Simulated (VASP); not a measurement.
Band structure of CaCd2P2 (space group P-3m1). Computed with LDA (Ceperley-Alder, Perdew-Zunger), VASP's LDA PAW potentials (set 64) (plane waves; VASP).

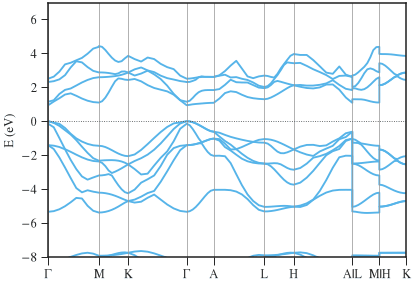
*Bands along high-symmetry lines, zero at the valence-band maximum or, without a gap, the Fermi level*

Q: Read the plot: is there a gap, and where are the band edges?

A: The gap is direct, 0.94 eV, from the valence maximum at Γ to the conduction minimum at Γ. (Edges off the drawn lines would not show.)

The structure comes from a computed database's CaCd2P2 entry (P-3m1); how it stands against other phases isn't given here. It was relaxed first, which changed the volume by -7 %.
